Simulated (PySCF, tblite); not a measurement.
**C₄H₁₀FNSi: geometry, infrared bands and NMR shifts**

What infrared bands and NMR shifts should C₄H₁₀FNSi (`C=N[Si@@H](CC)CF`) show?

Computed with tblite 0.8.0 and PySCF 2.14.0, with density-fitted response routines of our own, on a single molecule in the gas phase. Atoms count from 0, in the outputs and in this text.

### 1 The molecule as given

17 atoms, charge 0, multiplicity 1; geometry from: force field or distance geometry start.

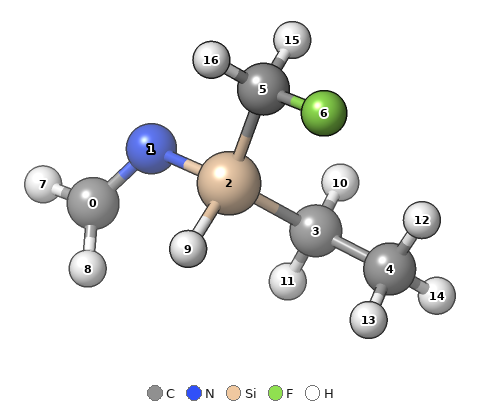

As it starts; carbon grey, nitrogen blue, silicon light orange, fluorine green, hydrogen white, atoms numbered.

### 2 Relaxing the molecule with GFN2-xTB

The job: settings as JSON, then the geometry in Å.

```
{"job": {"kind": "relax", "xc": "GFN2-xTB", "basis": "xTB"}, "charge": 0, "multiplicity": 1}
C     -2.494200    -1.030300    -1.008100
N     -1.989000     0.068200    -0.570800
Si    -0.497900    -0.101600     0.365100
C      0.877800     0.050000    -0.895300
C      2.285600    -0.122500    -0.322000
C     -0.484400     1.239900     1.625600
F      0.661700     1.146200     2.367500
H     -3.428800    -0.971000    -1.590200
H     -2.083600    -2.044600    -0.851800
H     -0.515800    -1.455100     0.975400
H      0.806200     1.016800    -1.382500
H      0.720900    -0.716600    -1.663900
H      2.510000     0.651300     0.424700
H      2.422300    -1.100000     0.142800
H      3.019600    -0.027900    -1.133700
H     -0.493100     2.236700     1.186900
H     -1.324400     1.172600     2.320500
```

The run is started by

```bash
$ OMP_NUM_THREADS=1 python probes_run.py task.json out
```

The driver reads the jobs from task.json and runs them one after another.

What it wrote:

```text
step      E/eV     max force
  0    -625.88571    2.483
  1    -625.98218    2.110
  2    -626.02083    0.535
  3    -626.03264    0.349
  4    -626.04879    0.419
  5    -626.06268    0.563
  6    -626.08267    0.565
  7    -626.09473    0.452
  8    -626.10564    0.362
  9    -626.11644    0.341
 10    -626.12720    0.315
 11    -626.13589    0.291
 12    -626.14286    0.249
 13    -626.15010    0.210
 14    -626.15900    0.229
 15    -626.16611    0.191
 16    -626.17023    0.217
 17    -626.17387    0.197
 18    -626.17755    0.164
 19    -626.18060    0.165
 20    -626.18274    0.119
 21    -626.18436    0.112
 22    -626.18601    0.131
 23    -626.18805    0.130
 24    -626.19035    0.103
 25    -626.19254    0.103
 26    -626.19467    0.124
 27    -626.19711    0.126
 28    -626.19962    0.110
 29    -626.20162    0.098
 30    -626.20300    0.099
 31    -626.20410    0.088
 32    -626.20535    0.081
 33    -626.20690    0.103
 34    -626.20846    0.092
 35    -626.20995    0.115
 36    -626.21124    0.100
 37    -626.21265    0.078
 38    -626.21321    0.052
 39    -626.21370    0.052
 40    -626.21417    0.070
 41    -626.21499    0.104
 42    -626.21604    0.104
 43    -626.21716    0.075
 44    -626.21811    0.065
 45    -626.21900    0.080
 46    -626.21993    0.099
 47    -626.22088    0.081
 48    -626.22178    0.071
 49    -626.22259    0.064
 50    -626.22327    0.068
 51    -626.22380    0.052
 52    -626.22417    0.066
 53    -626.22446    0.077
 54    -626.22477    0.042
 55    -626.22513    0.040
 56    -626.22534    0.039
 57    -626.22576    0.038
 58    -626.22620    0.049
 59    -626.22669    0.058
 60    -626.22710    0.057
 61    -626.22742    0.048
 62    -626.22772    0.038
 63    -626.22803    0.036
 64    -626.22826    0.037
 65    -626.22840    0.031
 66    -626.22852    0.022
 67    -626.22867    0.024
 68    -626.22880    0.021
 69    -626.22889    0.023
 70    -626.22895    0.022
 71    -626.22903    0.021
 72    -626.22914    0.024
 73    -626.22927    0.026
 74    -626.22936    0.030
 75    -626.22944    0.032
 76    -626.22956    0.031
 77    -626.22976    0.036
 78    -626.23001    0.037
 79    -626.23019    0.030
 80    -626.23029    0.018
 81    -626.23036    0.017
 82    -626.23043    0.016
 83    -626.23048    0.015
 84    -626.23051    0.014
 85    -626.23053    0.011
 86    -626.23057    0.015
 87    -626.23061    0.018
 88    -626.23064    0.015
 89    -626.23066    0.008
```

Wall time 1.7 s (1 thread of Intel Xeon at 2.50GHz, shared host); peak memory 0.18 GiB.

Relaxation path: (not every step is listed)

| step | energy from step 0 (eV) | largest force (eV/Å) |
| --- | --- | --- |
| 0 | 0.0000 | 2.4833 |
| 1 | -0.0965 | 2.1104 |
| 2 | -0.1351 | 0.5354 |
| 3 | -0.1469 | 0.3494 |
| 4 | -0.1631 | 0.4187 |
| 5 | -0.1770 | 0.5632 |
| 6 | -0.1970 | 0.5654 |
| 7 | -0.2090 | 0.4523 |
| 8 | -0.2199 | 0.3617 |
| 15 | -0.2804 | 0.1913 |
| 22 | -0.3003 | 0.1314 |
| 29 | -0.3159 | 0.0983 |
| 36 | -0.3255 | 0.1000 |
| 43 | -0.3315 | 0.0754 |
| 50 | -0.3376 | 0.0681 |
| 57 | -0.3401 | 0.0377 |
| 64 | -0.3425 | 0.0369 |
| 71 | -0.3433 | 0.0206 |
| 78 | -0.3443 | 0.0374 |
| 84 | -0.3448 | 0.0143 |
| 85 | -0.3448 | 0.0112 |
| 86 | -0.3449 | 0.0154 |
| 87 | -0.3449 | 0.0176 |
| 88 | -0.3449 | 0.0152 |
| 89 | -0.3449 | 0.0082 |

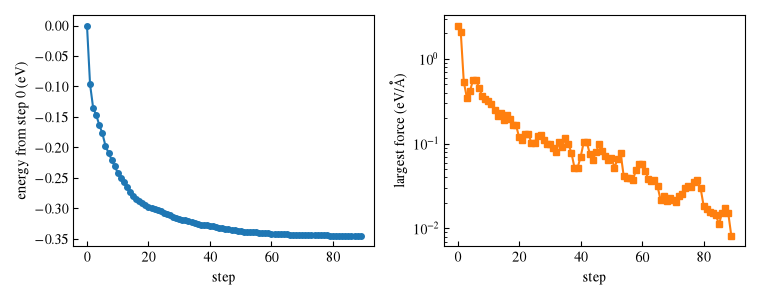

Energy and largest force along the relaxation.

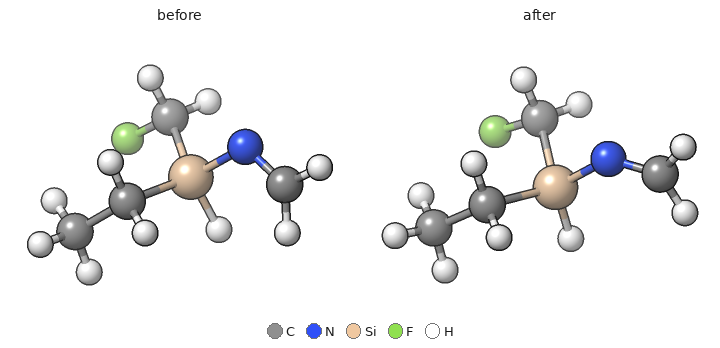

The geometry before (left) and after (right).

Close pairs (by a distance rule), those that changed most:

| bond | before (Å) | after (Å) | change (Å) |
| --- | --- | --- | --- |
| Si2–C5 | 1.841 | 1.921 | +0.080 |
| N1–Si2 | 1.769 | 1.722 | -0.047 |
| C0–N1 | 1.286 | 1.248 | -0.038 |
| Si2–C3 | 1.872 | 1.903 | +0.031 |
| C0–H7 | 1.103 | 1.087 | -0.015 |
| Si2–H9 | 1.485 | 1.471 | -0.014 |
| C5–F6 | 1.368 | 1.382 | +0.013 |
| C0–H8 | 1.105 | 1.093 | -0.012 |

The final coordinates are the input of the step that follows.

### 3 Harmonic vibrations with GFN2-xTB

The job: settings as JSON, then the geometry in Å.

```
{"job": {"kind": "ir", "xc": "GFN2-xTB", "basis": "xTB"}, "charge": 0, "multiplicity": 1}
C     -2.769327    -0.947124    -0.925675
N     -1.823441    -0.190509    -0.626687
Si    -0.378312    -0.334975     0.298698
C      1.029648    -0.003106    -0.937685
C      2.405953    -0.028487    -0.281150
C     -0.554528     1.139534     1.516835
F      0.563739     1.235723     2.322618
H     -3.560516    -0.577667    -1.573469
H     -2.876583    -1.978764    -0.581057
H     -0.129321    -1.556345     1.079761
H      0.874014     0.970133    -1.406150
H      1.001656    -0.739721    -1.742028
H      2.461361     0.701002     0.522177
H      2.614431    -1.009524     0.139425
H      3.184069     0.202725    -1.006922
H     -0.642964     2.097682     1.000233
H     -1.406875     1.031452     2.191167
```

What it wrote:

```text
mode    cm-1     km/mol
  1      39.9      2.73
  2      60.0      2.05
  3      80.7      2.24
  4     105.9      1.25
  5     160.9      1.12
  6     182.6     20.55
  7     236.3      1.01
  8     261.4      1.37
  9     286.1     21.97
 10     305.1      5.23
 11     477.5      9.73
 12     629.9    105.41
 13     633.1     85.98
 14     652.9     19.03
 15     722.2      5.88
 16     753.6     85.58
 17     777.1    147.77
 18     786.8    127.96
 19     982.4     13.91
 20     997.9     12.35
 21    1022.4     24.20
 22    1031.9     46.86
 23    1079.3     13.84
 24    1140.1     13.50
 25    1201.9     18.63
 26    1235.0      3.75
 27    1275.0      2.67
 28    1285.2      0.77
 29    1422.4      0.40
 30    1446.6      1.30
 31    1449.0      0.51
 32    1480.2      0.57
 33    1510.2      2.49
 34    1512.7      2.67
 35    1760.3     86.68
 36    2188.8    311.61
 37    2884.8     86.31
 38    2959.3     41.98
 39    2965.3     18.47
 40    2971.2     51.72
 41    2974.5     40.42
 42    2984.5     23.44
 43    3014.9     54.61
 44    3033.7     43.78
 45    3051.6     21.82
```

Run time: 1.8 s. Hardware: 1 thread of Intel Xeon at 2.50GHz, shared host; peak memory 0.18 GiB.

Which atoms move in the most intense modes:

| cm⁻¹ | km/mol | atoms |
| --- | --- | --- |
| 630 | 105.4 | H9 71 % |
| 633 | 86.0 | H9 73 % |
| 754 | 85.6 | H11 18 %, H10 16 %, H15 12 %, Si2 12 % |
| 777 | 147.8 | Si2 31 %, N1 14 %, H16 13 %, H9 10 % |
| 787 | 128.0 | Si2 42 %, N1 15 % |
| 1760 | 86.7 | N1 50 %, C0 48 % |
| 2189 | 311.6 | H9 97 % |
| 2885 | 86.3 | H8 92 % |

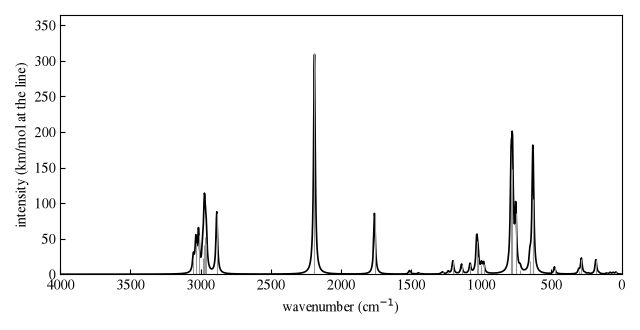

The infrared spectrum from these modes, unscaled. Lines are broadened to a width of 14 cm⁻¹ (Lorentzian).

### 4 NMR shieldings: PBE0/pcSseg-1

The job, as its differences from that of step 3:

```diff
@@ -1,2 +1,2 @@
-{"job": {"kind": "ir", "xc": "GFN2-xTB", "basis": "xTB"}, "charge": 0, "multiplicity": 1}
+{"job": {"kind": "nmr", "xc": "PBE0", "basis": "pcSseg-1"}, "charge": 0, "multiplicity": 1}
 C     -2.769327    -0.947124    -0.925675
```

Level: GIAO PBE0/pcSseg-1 NMR shielding, non-relativistic, gas phase.

What it wrote:

```text
coarse grid: 14320 points
cycle   1  E = -601.8692610591  dE =  5.541e-01  |g| = 6.179e-01  |ddm| = 3.547e+00
cycle   2  E = -601.7815745699  dE =  8.769e-02  |g| = 9.131e-01  |ddm| = 1.194e+00
cycle   3  E = -601.9462513644  dE = -1.647e-01  |g| = 1.277e-01  |ddm| = 7.662e-01
cycle   4  E = -601.9493253900  dE = -3.074e-03  |g| = 5.308e-02  |ddm| = 1.176e-01
cycle   5  E = -601.9498838249  dE = -5.584e-04  |g| = 1.205e-02  |ddm| = 4.310e-02
cycle   6  E = -601.9499092951  dE = -2.547e-05  |g| = 3.733e-03  |ddm| = 1.047e-02
cycle   7  E = -601.9499120772  dE = -2.782e-06  |g| = 5.184e-04  |ddm| = 2.954e-03
final grid: 133080 points
cycle   8  E = -601.9964284129  dE = -3.601e-05  |g| = 8.992e-03  |ddm| = 2.340e-02
cycle   9  E = -601.9964186738  dE =  9.739e-06  |g| = 1.145e-02  |ddm| = 1.604e-02
cycle  10  E = -601.9964472934  dE = -2.862e-05  |g| = 1.557e-03  |ddm| = 8.836e-03
cycle  11  E = -601.9964477478  dE = -4.543e-07  |g| = 4.373e-04  |ddm| = 1.193e-03
cycle  12  E = -601.9964477857  dE = -3.793e-08  |g| = 1.405e-04  |ddm| = 4.034e-04
cycle  13  E = -601.9964477891  dE = -3.391e-09  |g| = 3.269e-05  |ddm| = 1.239e-04
cycle  14  E = -601.9964477893  dE = -1.830e-10  |g| = 7.481e-06  |ddm| = 2.973e-05
converged SCF energy = -601.9964477893

GIAO shielding tensors (ppm)
atom      isotropic    diamagn.    paramagn.     s11        s22        s33       span
  0 C       14.440     251.334    -236.893    -78.860     -5.404    127.583    206.443
  1 N     -155.745     332.933    -488.678   -561.861   -189.378    284.004    845.865
  2 Si     369.587     882.347    -512.760    339.743    362.933    406.085     66.343
  3 C      174.450     254.238     -79.788    167.958    172.170    183.222     15.264
  4 C      178.080     246.566     -68.486    173.100    174.290    186.849     13.749
  5 C      105.489     249.704    -144.215     57.071     81.178    178.218    121.148
  6 F      482.821     473.520       9.301    429.606    491.822    527.035     97.429
  7 H       23.147      28.025      -4.877     21.767     22.766     24.908      3.141
  8 H       22.968      29.413      -6.445     20.904     22.043     25.957      5.053
  9 H       26.628      30.709      -4.082     24.131     24.638     31.114      6.984
 10 H       30.302      33.014      -2.712     26.514     28.254     36.139      9.625
 11 H       30.859      32.347      -1.488     26.072     29.264     37.240     11.169
 12 H       30.365      30.186       0.179     24.907     30.063     36.126     11.218
 13 H       30.699      29.848       0.851     26.496     28.690     36.911     10.416
 14 H       30.359      28.132       2.227     25.439     27.757     37.881     12.442
 15 H       26.465      30.656      -4.190     22.765     25.965     30.665      7.899
 16 H       26.812      29.457      -2.645     22.685     26.652     31.099      8.414
```

Run time: 71 s. Hardware: 1 thread of Intel Xeon at 2.50GHz, shared host; peak memory 0.8 GiB.

Shifts follow as δ = σ(reference) − σ, with reference shieldings (ppm) from runs at the same level and on the same kind of geometry: 1H TMS 31.72, 13C TMS 186.9, 29Si TMS 349.2, 19F CFCl3 170.9, 15N NH3 267.7. The references are single molecules in the gas phase, so shifts against H2O, NH3, PH3, H3PO4 or CFCl3 are not on the usual liquid scales and can be off by tens of ppm. Atoms listed in one row are averaged.

| atoms | environment | σ (ppm) | δ (ppm) | δ scaled to CDCl3 |
| --- | --- | --- | --- | --- |
| C0 | C=N carbon | 14.4 | 172.5 | 166.4 |
| C5 | sp3 CH2 bonded to F and Si | 105.5 | 81.4 | 77.6 |
| C3 | sp3 CH2 bonded to Si | 174.4 | 12.5 | 10.3 |
| C4 | methyl carbon | 178.1 | 8.8 | 6.7 |
| H8 | hydrogen on a C=N carbon | 22.97 | 8.75 | 8.35 |
| H7 | hydrogen on a C=N carbon | 23.15 | 8.57 | 8.18 |
| H15 | hydrogen on an sp3 CH2 bonded to F and Si | 26.47 | 5.25 | 5.06 |
| H9 | hydrogen on a silicon bonded to 2 C, N | 26.63 | 5.09 | – |
| H16 | hydrogen on an sp3 CH2 bonded to F and Si | 26.81 | 4.91 | 4.73 |
| H10 | hydrogen on an sp3 CH2 bonded to Si | 30.30 | 1.41 | 1.44 |
| H12, H13, H14 | hydrogen on a methyl carbon | 30.47 | 1.24 | 1.28 |
| H11 | hydrogen on an sp3 CH2 bonded to Si | 30.86 | 0.86 | 0.91 |
| N1 | imine nitrogen | -155.7 | 423.5 | – |
| Si2 | silicon bonded to 2 C, N, H | 369.6 | -20.4 | – |
| F6 | fluorine on an sp3 carbon | 482.8 | -311.9 | – |

The scaled column applies a straight-line fit of computed shieldings to shifts measured in CDCl3, and one for carbons that bear F (root-mean-square error 0.16 ppm for H, 1.9 ppm for C).

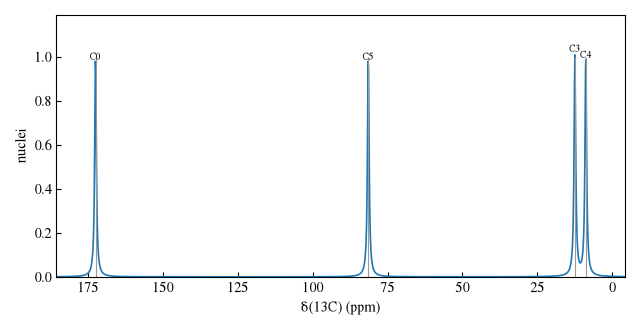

13C lines at the computed shifts, without couplings. Lines are broadened to a width of 0.65 ppm (Lorentzian).

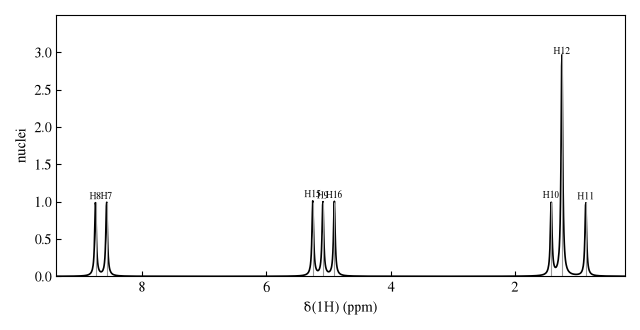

1H lines at the computed shifts, without couplings. Lines are broadened to a width of 0.03 ppm (Lorentzian).

Charges from the same density, by scheme (e):

| atoms | Mulliken | IAO | Hirshfeld | ESP fit |
| --- | --- | --- | --- | --- |
| C0 | 0.06 | -0.07 | 0.03 | 0.29 |
| N1 | -0.57 | -0.52 | -0.23 | -0.71 |
| Si2 | 0.87 | 1.02 | 0.39 | 0.73 |
| C3 | -0.57 | -0.54 | -0.16 | -0.07 |
| C4 | -0.30 | -0.41 | -0.12 | -0.26 |
| C5 | -0.14 | -0.24 | -0.07 | -0.06 |
| F6 | -0.35 | -0.33 | -0.13 | -0.26 |

ESP fit charges:

C0 0.29; N1 -0.71; Si2 0.73; C3 -0.07; C4 -0.26; C5 -0.06; F6 -0.26; H7 0.04; H8 0.02; H9 -0.17; H10 0.03; H11 0.04; H12 0.08; H13 0.05; H14 0.08; H15 0.08; H16 0.09

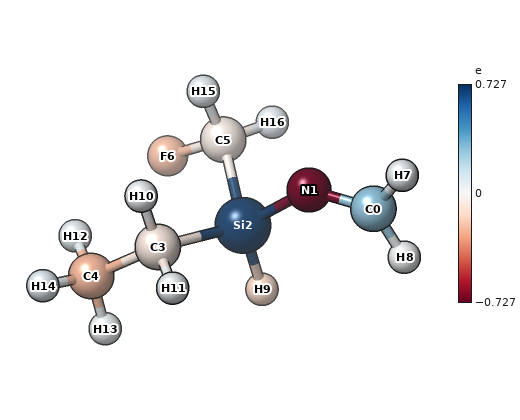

ESP fit charges, as colours on the atoms.

Mayer bond orders: C0–N1 1.96, N1–Si2 0.96, Si2–C3 0.92, C3–C4 1.05, Si2–C5 0.89, C5–F6 0.83.

### 5 Summary of results

| quantity | value |
| --- | --- |
| strongest single infrared mode (GFN2-xTB) | 2189 cm⁻¹, 312 km/mol |
| zero-point energy (GFN2-xTB) | 82.9 kcal/mol |
| 13C shifts against TMS (PBE0/pcSseg-1) | 172.5, 81.4, 12.5, 8.8 ppm |
| 1H shifts against TMS (PBE0/pcSseg-1, means over atoms taken as alike) | 8.75, 8.57, 5.25, 5.09, 4.91, 1.41, 1.24, 0.86 ppm |
| 15N shifts against NH3 (PBE0/pcSseg-1) | 423.5 ppm |
| 29Si shifts against TMS (PBE0/pcSseg-1) | -20.4 ppm |
| 19F shifts against CFCl3 (PBE0/pcSseg-1) | -311.9 ppm |

What this shows: Over 89 steps the energy fell by 0.345 eV; of the close pairs, Si2–C5 changed most, 1.841 to 1.921 Å. No mode is imaginary among the 45: a minimum at this level. The strongest single mode, at 2189 cm⁻¹, moves mainly H9. Unscaled tight-binding wavenumbers are off by several per cent, some by more. Its intensities can rank the bands wrongly. At PBE0/pcSseg-1: Shielding is most anisotropic at N1 (span 846 ppm, paramagnetic term -489 ppm).
